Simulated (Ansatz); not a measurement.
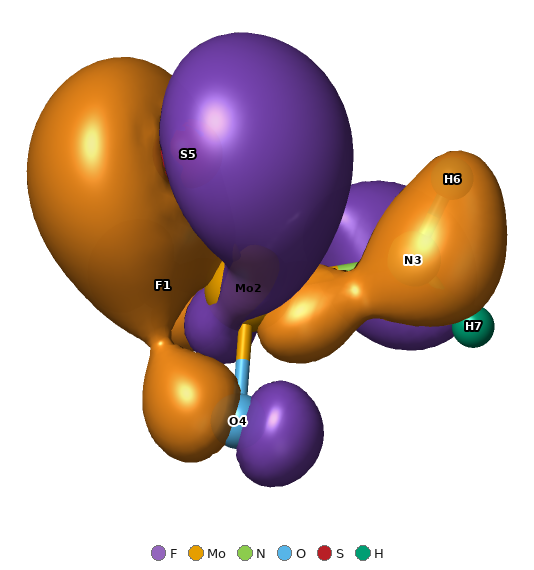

Figure. FH2MoNOS (SMILES [NH2][Mo](=[O])([F])=[S]). The HOMO−1 at ±0.08 Å⁻³ᐟ² (orange and purple are the two phases), seen at a tilt.

Geometry: PBE0-D4/def2-SVP; core potentials replace the inner electrons of Mo.

All numbers below come from Ansatz, isolated molecule in a Gaussian basis; Kohn-Sham density functional theory, functional PBE0.

Input file:

```
crystal:
  periodic: [false, false, false]
  atoms:
    - {symbol: F, position_ang: [-0.548189, -2.112300, -0.537503]}
    - {symbol: Mo, position_ang: [0.364046, -0.510859, -0.392847]}
    - {symbol: "N", position_ang: [-0.701565, 0.774203, 0.518715]}
    - {symbol: O, position_ang: [0.698739, 0.110765, -1.900618]}
    - {symbol: S, position_ang: [2.142733, -0.777443, 0.718694]}
    - {symbol: H, position_ang: [-0.681746, 0.943586, 1.521478]}
    - {symbol: H, position_ang: [-1.212818, 1.504049, 0.026481]}
basis:
  gaussian:
    orbitals: def2-TZVPD
hamiltonian:
  xc: pbe0
output:
  forces: true
  orbitals: {seedname: orbitals}
```

Command:

```sh
ansatz run input.yaml --threads 2 --pin off --max-ram 5220MiB --events-out events.jsonl --progress --plain --runs-dir runs
```

Where does this orbital lie, and at what energy?

Answer. Its weight (Hirshfeld) is mainly on S5 (about 55 %), Mo2 (about 20 %) and N3 (about 15 %). Its energy is −8.29 eV.
